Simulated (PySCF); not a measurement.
SMILES C=CCO[SiH3] (C₃H₈OSi) at its GFN2-xTB optimised geometry (Å):

```
13

C      2.3110    -0.7919     0.0000
C      0.9921    -0.7919     0.0000
C      0.1446     0.4430     0.0000
O     -0.8714     0.3176     0.9541
Si    -2.0201     1.3737     1.3795
H      2.8793    -1.7059    -0.0099
H      2.8778     0.1248    -0.0019
H      0.4304    -1.7155     0.0124
H      0.7553     1.3293     0.2107
H     -0.3078     0.5738    -0.9949
H     -2.6897     0.5849     2.3985
H     -2.8793     1.7155     0.2398
H     -1.4371     2.6222     1.8827
```

Method: B3LYP/def2-TZVP (PySCF). Cells within 0.4 Å of a nucleus heavier than hydrogen are left out (blank, or x).

Map of the electron localisation function on the plane z = 1.0 Å:

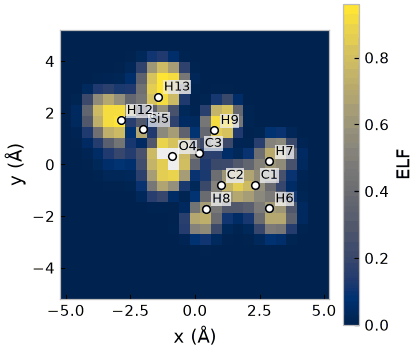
Electron localisation function on the plane z = 1.0 Å.
